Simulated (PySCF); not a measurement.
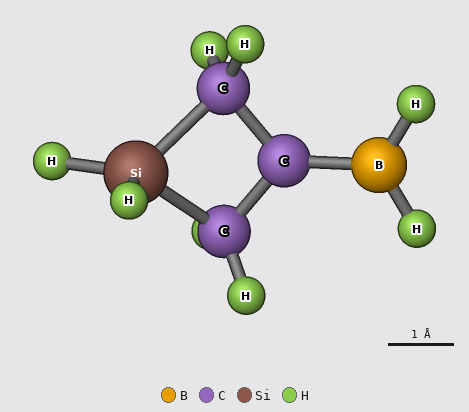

*The structure as given in the input (ball-and-stick view, seen at a tilt).*

C$_{3}$H$_{8}$BSi: EPR calculation

System: C$_{3}$H$_{8}$BSi, multiplicity 2.
Method: UKS B3LYP, pcH-1 on B C H Si, non-relativistic, mean-field spin-orbit, GIAO (PySCF 2.14.0).

It belongs to a series of runs on one base structure; here: H removed from sp3 C.

Output:
```
UKS, coarse grid
  cycle   1  E = -433.36626273  |g| = 3.18e-01
  cycle   2  E = -433.34191281  |g| = 3.80e-01
  cycle   3  E = -433.42043405  |g| = 6.04e-02
  cycle   4  E = -433.42225035  |g| = 2.34e-02
  cycle   5  E = -433.42257204  |g| = 5.44e-03
  cycle   6  E = -433.42258920  |g| = 2.46e-03
  cycle   7  E = -433.42259451  |g| = 7.88e-04
UKS, final grid
  cycle   1  E = -433.42262929  |g| = 8.73e-04
  cycle   2  E = -433.42262895  |g| = 1.25e-03
  cycle   3  E = -433.42262978  |g| = 9.90e-05
  cycle   4  E = -433.42262979  |g| = 7.68e-05
  cycle   5  E = -433.42262979  |g| = 2.15e-05
E = -433.42262979 Eh   <S^2> = 0.7526 (exact 0.7500)
g shifts (ppm)      1          2          3
  rmc          -116       -116       -116
  gc              7         15         17
  oz_so        -706        314        764
  total        -815        213        665
hyperfine (MHz)  atom isotope    a_iso     a_fc   dipolar eigenvalues
    0   11B      -3.96      -3.93    -16.83    -10.81     27.63
    1   13C      39.95      39.99    -53.37    -52.90    106.26
    2   13C     -20.06     -20.07     -3.17     -0.46      3.63
    3  29Si     -82.36     -82.39     -5.37      2.00      3.37
    4   13C     -19.94     -19.96     -3.15     -0.44      3.60
    5    1H     -15.70     -15.70     -9.21     -2.22     11.43
    6    1H     -15.65     -15.64     -9.22     -2.21     11.43
    7    1H     115.89     115.89     -4.55     -3.31      7.85
    8    1H      29.17      29.16     -4.35     -1.99      6.34
    9    1H      16.09      16.09     -1.30     -1.14      2.44
   10    1H       6.30       6.30     -1.97     -1.64      3.62
   11    1H      29.24      29.24     -4.35     -2.00      6.36
   12    1H     116.08     116.08     -4.54     -3.29      7.83
```

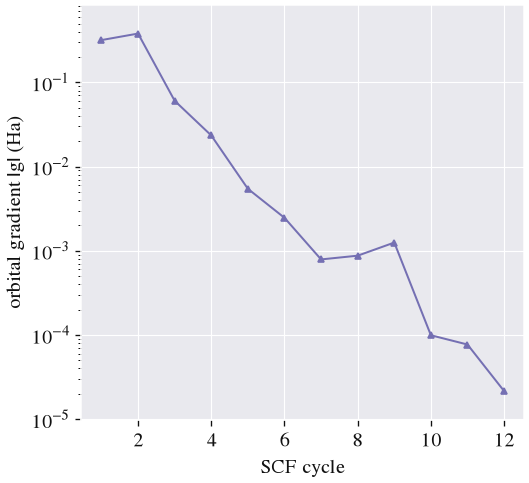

*Convergence of the self-consistent field: orbital gradient |g| against the SCF cycle.*

All cycles printed in the log are drawn one after another.

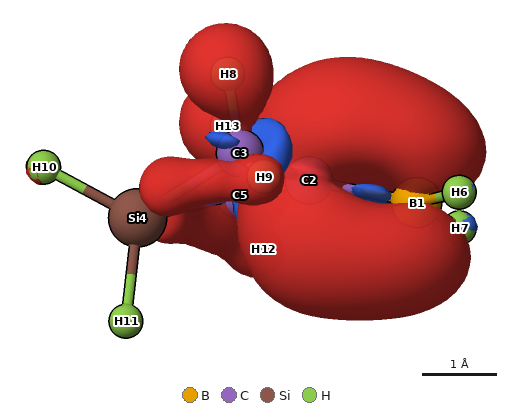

*Isosurfaces of the spin density (α minus β) at +0.01 (red) and −0.01 e/Å³ (blue), seen from the side.*

The unpaired spin (1 electron) lies mostly on C2 (about 0.5) and B1 (about 0.3), in electrons by Hirshfeld's partition.

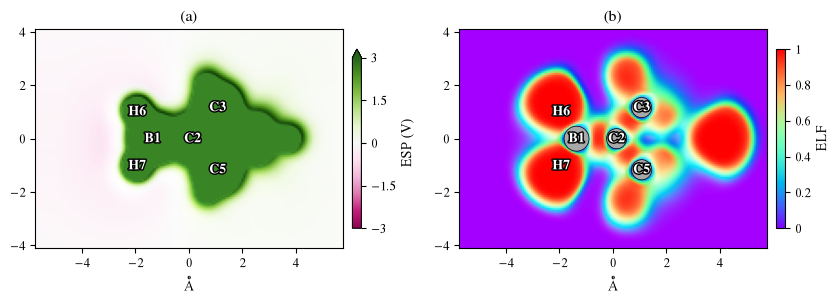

*(a) electrostatic potential; (b) ELF on the plane of atoms H6, B1 and H7. Grey discs, where drawn, cover atomic cores.*

The section cuts through B, C and H sites. C–C (1.50 Å): the ELF peaks at about 0.95 between the atoms, which marks a shared electron pair. C–B (1.50 Å): the ELF peaks at about 0.95 between the atoms (a shared electron pair).

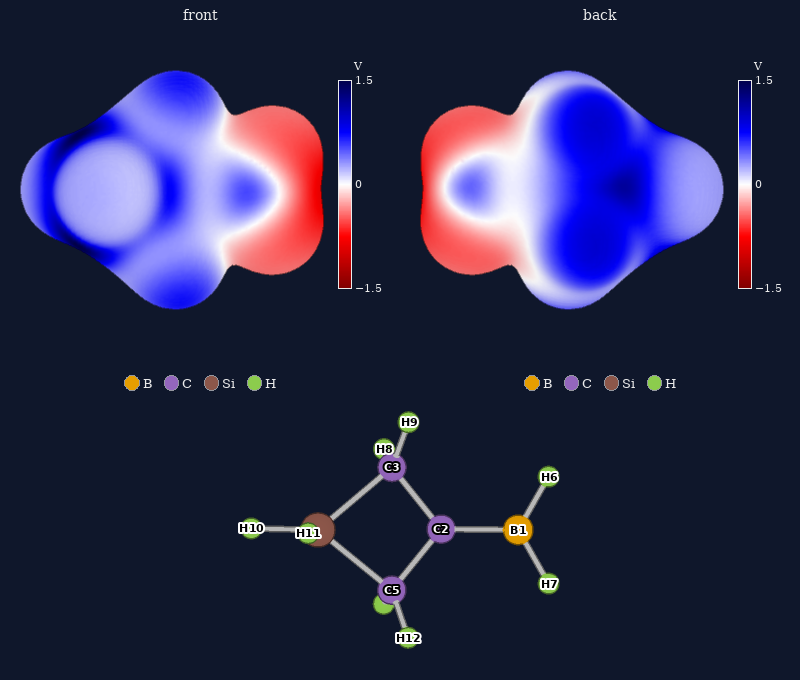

*The molecular electrostatic potential painted on the density surface at 0.002 e/bohr³, seen at a tilt and from behind; the colour scale runs from red (negative) to blue (positive). The bare structure is drawn below in the same view.*

The run was set up as follows.

Input:
```
{"job": {"kind": "epr", "basis": "pcH-1"}, "charge": 0, "multiplicity": 2}
B      2.083644    -0.239412     0.176335
C      0.631497    -0.035068    -0.142515
C     -0.186761     1.214335    -0.016972
Si    -1.702831     0.098956     0.351754
C     -0.412120    -1.062037    -0.461797
H      2.752122     0.676224     0.483143
H      2.561208    -1.308478     0.085500
H     -0.299158     1.725520    -0.975998
H      0.203266     1.941607     0.692232
H     -2.955482     0.358378    -0.357014
H     -1.902986    -0.161165     1.774196
H     -0.193137    -2.060371    -0.089497
H     -0.583651    -1.148002    -1.537096
```

The first line tells a small driver script what to run in PySCF; the rest is the geometry in Å.

Launched with:
```bash
OMP_NUM_THREADS=1 python <driver script> task.json out
```

Results in brief:

- outcome: converged
- total energy: −433.422630 hartree
- ⟨S²⟩: 0.753
- isotropic g: 2.0023
- hardware: 1 CPU thread, shared host
- wall time: 42 s
- peak memory: 0.76 GiB
